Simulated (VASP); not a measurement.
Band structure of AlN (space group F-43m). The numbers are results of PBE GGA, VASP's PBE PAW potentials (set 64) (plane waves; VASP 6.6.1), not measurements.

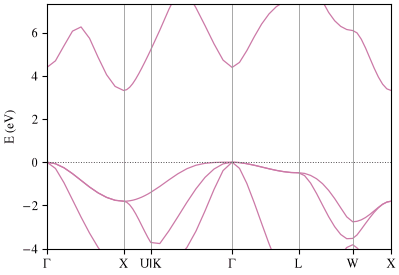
Fig. 1. Bands along high-symmetry lines, zero at the valence-band maximum or, without a gap, the Fermi level

Q: Read the plot: is there a gap, and where are the band edges?

A: The gap is indirect, 3.32 eV, from the valence maximum at Γ to the conduction minimum at X.

The structure comes from a computed database's AlN entry; how it stands against other phases isn't given here. The cell was not relaxed at this level.
